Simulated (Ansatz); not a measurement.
# CH4BFO: two geometries relaxed

Aim: relax the geometries before and after the shift of H8 from C3 to B2, and see whether they are two minima and how far apart in energy. SMILES of the start: OBCF.

Program: Ansatz 0.2.0. Level of theory: UKS PBE0-D4/def2-SVP. These are calculated values, not measurements.

## 1. The system as given

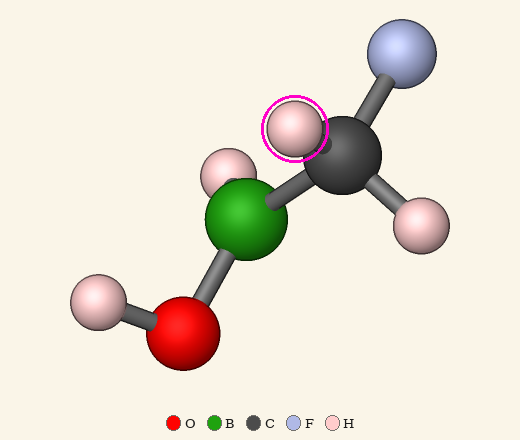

Start, viewed from a free direction; oxygen red, boron green, carbon dark grey, fluorine light blue, hydrogen pink. Ringed: H8.

As a file:

```xyz
8

O     0.1938    1.2390   -1.1995
B     0.3011    0.6178    0.0790
C    -0.0923   -0.9150    0.2196
F     0.2501   -1.3133    1.5292
H    -0.7762    1.6341   -1.2146
H     0.7149    1.2460    1.0044
H     0.5929   -1.5138   -0.4556
H    -1.0922   -1.0518   -0.0184
```

## 2. End point A

Input file input.yaml:

```yaml
crystal:
  periodic: [false, false, false]
  atoms:
    - { symbol: O, position_ang: [0.1938, 1.239, -1.1995] }
    - { symbol: B, position_ang: [0.3011, 0.6178, 0.079] }
    - { symbol: C, position_ang: [-0.0923, -0.915, 0.2196] }
    - { symbol: F, position_ang: [0.2501, -1.3133, 1.5292] }
    - { symbol: H, position_ang: [-0.7762, 1.6341, -1.2146] }
    - { symbol: H, position_ang: [0.7149, 1.246, 1.0044] }
    - { symbol: H, position_ang: [0.5929, -1.5138, -0.4556] }
    - { symbol: H, position_ang: [-1.0922, -1.0518, -0.0184] }
magnetization:
  spin_polarized: true
basis:
  gaussian: { orbitals: def2-SVP }
hamiltonian:
  xc: pbe0
  dispersion: d4
relax:
  f_tol: 0.02
  max_steps: 50
```

The run is started by

```sh
$ ansatz run input.yaml --threads 2 --pin off --max-ram 3072MiB --backend cpu --events-out ev --progress --plain --runs-dir out
```

The log of the run (excerpt; [...] marks lines left out):

```text
Warning: RAYON_NUM_THREADS=2 ignored (pool sized by the plan → 2); use --threads N
[...]
Functional definition: PBE0
[...]
829 factors; integrals over basis functions are off by at most 3.3e-4 eV
[...]
mean field -6530.16873554 eV, -239.9792747238 hartree, gradient 2.0e-5 eV, S^2 0.000000; 0 other end points of the search recorded, 0 dependent functions left out
[...]
reference -6530.16875661 eV, -239.9792754979 hartree; 16, 16 occupied and 60, 60 virtual orbitals, 829 factors
relax step   1: F+E_penalty+E_count = -6530.24636907 eV  Δ(F+E_penalty+E_count) = +0.000e0 eV  max|allowed force component| = 4.411e0 eV/Å  Δτ_max = 0.0000 Å  (26 SCF iters, accepted)
[...]
relax step   3: F+E_penalty+E_count = -6530.84395675 eV  Δ(F+E_penalty+E_count) = -2.202e-1 eV  max|allowed force component| = 1.858e0 eV/Å  Δτ_max = 0.1944 Å  (31 SCF iters, accepted)
[...]
relax step   5: F+E_penalty+E_count = -6531.24586359 eV  Δ(F+E_penalty+E_count) = -2.342e-1 eV  max|allowed force component| = 9.723e-1 eV/Å  Δτ_max = 0.2000 Å  (29 SCF iters, accepted)
[...]
relax step   7: F+E_penalty+E_count = -6531.34143915 eV  Δ(F+E_penalty+E_count) = -1.594e-2 eV  max|allowed force component| = 1.229e-1 eV/Å  Δτ_max = 0.0418 Å  (30 SCF iters, accepted)
[...]
relax step   9: F+E_penalty+E_count = -6531.34321477 eV  Δ(F+E_penalty+E_count) = -7.347e-4 eV  max|allowed force component| = 3.516e-2 eV/Å  Δτ_max = 0.0284 Å  (30 SCF iters, accepted)
[...]
relax step  10: F+E_penalty+E_count = -6531.34333645 eV  Δ(F+E_penalty+E_count) = -1.217e-4 eV  max|allowed force component| = 1.007e-2 eV/Å  Δτ_max = 0.0152 Å  (32 SCF iters, accepted)
829 factors; integrals over basis functions are off by at most 6.4e-4 eV
mean field -6531.26592991 eV, -240.0195958731 hartree, gradient 7.0e-6 eV, S^2 0.000000; 1 other end points of the search recorded, 0 dependent functions left out
[...]
reference -6531.26595094 eV, -240.0195966458 hartree; 16, 16 occupied and 60, 60 virtual orbitals, 829 factors
Total energy: -6531.34335747 eV, -240.0224412836 hartree
Atom 0 at    -0.235831     1.072937    -1.170787 Å, force    -0.000672     0.008206    -0.001632 eV/Å
Atom 1 at     0.105807     0.595466     0.044968 Å, force    -0.003328    -0.001046    -0.010070 eV/Å
Atom 2 at    -0.018010    -0.958849     0.264362 Å, force    -0.000792    -0.005993     0.000965 eV/Å
Atom 3 at     0.378028    -1.355705     1.522638 Å, force    -0.001164    -0.002196     0.000314 eV/Å
Atom 4 at    -0.143362     2.027749    -1.244313 Å, force    -0.000976    -0.007449     0.000888 eV/Å
Atom 5 at     0.487200     1.338755     0.924672 Å, force     0.004426     0.005211     0.007165 eV/Å
Atom 6 at     0.583475    -1.498424    -0.493177 Å, force     0.005687     0.001075     0.000360 eV/Å
Atom 7 at    -1.065208    -1.278929     0.095739 Å, force    -0.003181     0.002192     0.002010 eV/Å
Dipole moment:    -0.076616     0.397691    -0.354323 e Å
```

It took 9.6 s on 2 threads of AMD EPYC 9R45 (Zen 5), shared host; peak memory 0.2 GiB.

Step by step:

```csv
step,energy from step 1 (eV),largest force component (eV/Å)
1,0.0000,4.4113
2,-0.3774,1.5642
3,-0.5976,1.8578
4,-0.7653,2.6869
5,-0.9995,0.9723
6,-1.0791,0.8494
7,-1.0951,0.1229
8,-1.0961,0.0816
9,-1.0968,0.0352
10,-1.0970,0.0101
```

Step 1 is the start.

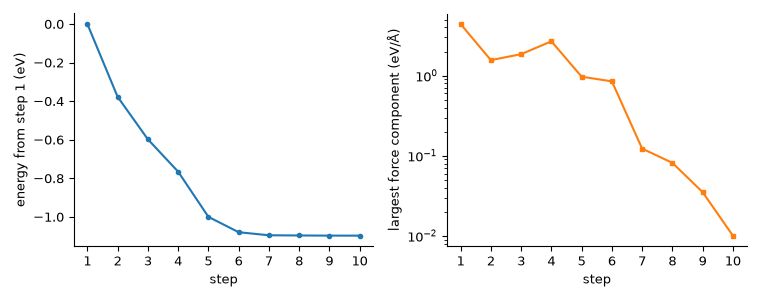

How energy and force went from step to step.

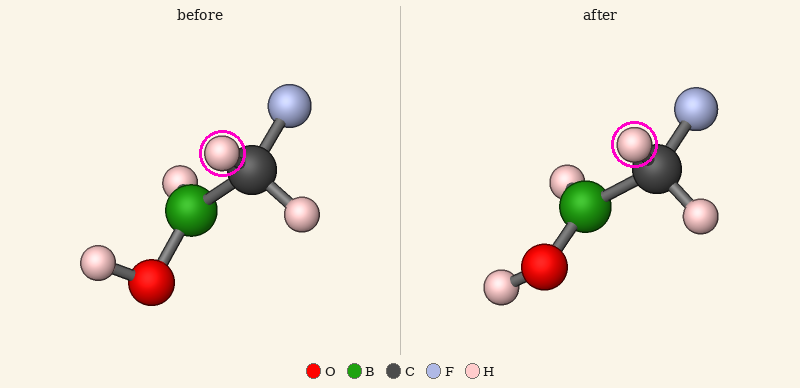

Before and after, at one scale.

After: Bond lengths: O1–B2 1.350 Å, B2–C3 1.575 Å, C3–F4 1.378 Å, O1–H5 0.962 Å, B2–H6 1.213 Å, C3–H7 1.108 Å, C3–H8 1.108 Å. Angles: O1–B2–C3 117.0°, O1–B2–H6 121.1°, C3–B2–H6 121.9°, B2–O1–H5 113.3°, B2–C3–F4 112.9°, B2–C3–H7 110.1°, B2–C3–H8 109.8°, F4–C3–H7 109.2°, F4–C3–H8 109.1°, H7–C3–H8 105.6°.

## 3. Relaxing end B

The second end starts from a geometry with the move made by hand.

input.yaml, as its differences from that of step 2:

```diff
@@ -10,3 +10,3 @@
     - { symbol: H, position_ang: [0.5929, -1.5138, -0.4556] }
-    - { symbol: H, position_ang: [-1.0922, -1.0518, -0.0184] }
+    - { symbol: H, position_ang: [-0.55848, 0.31013, 0.81069] }
 magnetization:
```

The run is started by

```sh
$ ansatz run input.yaml --threads 2 --pin off --max-ram 3072MiB --backend cpu --events-out ev --progress --plain --runs-dir out
```

The log of the run (excerpt; [...] marks lines left out):

```text
Warning: RAYON_NUM_THREADS=2 ignored (pool sized by the plan → 2); use --threads N
[...]
Functional definition: PBE0
[...]
828 factors; integrals over basis functions are off by at most 3.8e-4 eV
[...]
mean field -6525.92668762 eV, -239.8233823381 hartree, gradient 2.0e-5 eV, S^2 0.281824; 3 other end points of the search recorded, 0 dependent functions left out
[...]
reference -6525.92670857 eV, -239.8233831080 hartree; 16, 16 occupied and 60, 60 virtual orbitals, 828 factors
relax step   1: F+E_penalty+E_count = -6526.00724078 eV  Δ(F+E_penalty+E_count) = +0.000e0 eV  max|allowed force component| = 4.239e0 eV/Å  Δτ_max = 0.0000 Å  (83 SCF iters, accepted)
[...]
relax step   5: F+E_penalty+E_count = -6530.03133024 eV  Δ(F+E_penalty+E_count) = -4.853e-1 eV  max|allowed force component| = 2.680e0 eV/Å  Δτ_max = 0.1967 Å  (31 SCF iters, accepted)
[...]
reference -6531.26599694 eV, -240.0195983365 hartree; 16, 16 occupied and 60, 60 virtual orbitals, 828 factors
Total energy: -6531.34340260 eV, -240.0224429421 hartree
Atom 0 at    -0.284825     1.195242    -1.080158 Å, force    -0.001049     0.002047    -0.002365 eV/Å
Atom 1 at     0.274640     0.741918     0.061808 Å, force     0.001505    -0.001654     0.003576 eV/Å
Atom 2 at    -0.029920    -0.749624     0.465231 Å, force    -0.002187     0.001009    -0.002980 eV/Å
Atom 3 at     0.586062    -1.124410     1.638912 Å, force     0.000408    -0.000558     0.001326 eV/Å
Atom 4 at    -0.064663     2.111334    -1.274257 Å, force     0.000202    -0.000550     0.000350 eV/Å
Atom 5 at     0.979062     1.459087     0.741880 Å, force    -0.000639    -0.000568    -0.001519 eV/Å
Atom 6 at     0.288954    -1.432743    -0.346552 Å, force    -0.000530     0.001044     0.001719 eV/Å
Atom 7 at    -1.123490    -0.895873     0.566327 Å, force     0.002290    -0.000769    -0.000106 eV/Å
Dipole moment:    -0.095067     0.380150    -0.369267 e Å
```

Run time: 17 s. Hardware: 2 threads of AMD EPYC 9R45 (Zen 5), shared host; peak memory 0.21 GiB.

The steps of the relaxation:

| step | energy from step 1 (eV) | largest force component (eV/Å) |
| --- | --- | --- |
| 1 | 0.0000 | 4.2394 |
| 2 | -1.8707 | 3.9606 |
| 3 | -2.9662 | 2.0496 |
| 4 | -3.5388 | 2.2179 |
| 5 | -4.0241 | 2.6799 |
| 6 | -4.6836 | 1.0286 |
| 7 | -4.9951 | 1.4040 |
| 8 | -5.1714 | 1.6900 |
| 9 | -5.1767 | 1.6993 |
| 10 | -5.2792 | 1.6507 |
| 11 | -5.3082 | 0.8156 |
| 12 | -5.3159 | 0.5148 |
| 13x | -5.3153 | 0.7348 |
| 14 | -5.3336 | 0.0602 |
| 15 | -5.3354 | 0.0104 |
| 16 | -5.3356 | 0.0762 |
| 17x | -5.3345 | 0.1471 |
| 18 | -5.3361 | 0.0036 |

Step 1 is the start. 2 steps were tried and not accepted (marked x).

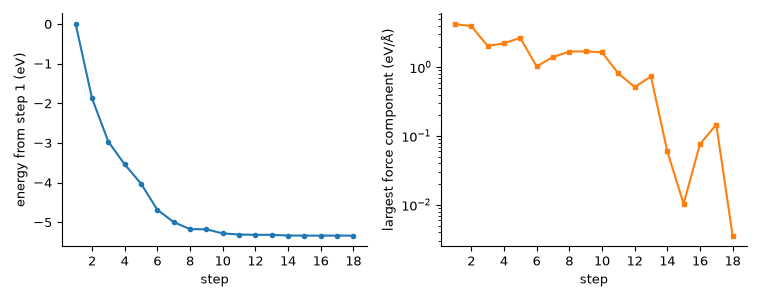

Energy and largest force along the relaxation.

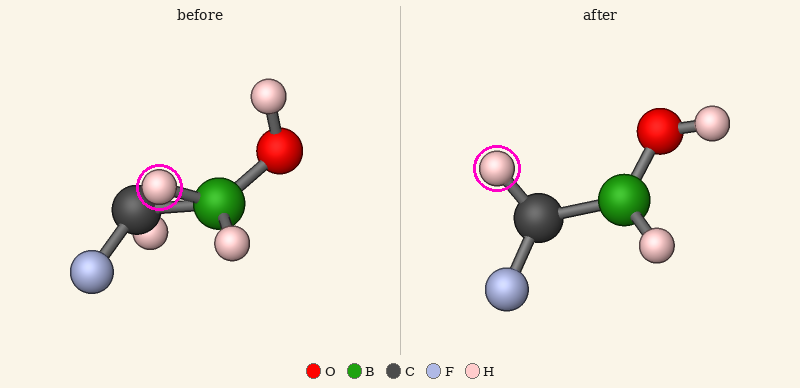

Before and after, at one scale.

After: Bond lengths: O1–B2 1.350 Å, B2–C3 1.575 Å, C3–F4 1.377 Å, O1–H5 0.962 Å, B2–H6 1.214 Å, C3–H7 1.108 Å, C3–H8 1.108 Å. Angles: O1–B2–C3 117.0°, O1–B2–H6 121.1°, C3–B2–H6 121.9°, B2–O1–H5 113.3°, B2–C3–F4 112.9°, B2–C3–H7 109.9°, B2–C3–H8 109.8°, F4–C3–H7 109.1°, F4–C3–H8 109.1°, H7–C3–H8 105.6°.

Pairs that crossed the distance rule for bonds on the way: came closer C3–H8; moved apart B2–H8.

## 4. Summary of results

| quantity | value |
| --- | --- |
| end A | 9 moves, 1.097 eV lower |
| end B | 15 moves, 5.336 eV lower |
| largest difference between the ends | 0.02 Å |
| end B relative to end A | -0.000 eV |

What this shows: Both starts fell into the same minimum (no atom differs by more than 0.02 Å), so from this start no second minimum was found and no band was run; another arrangement could still be one.
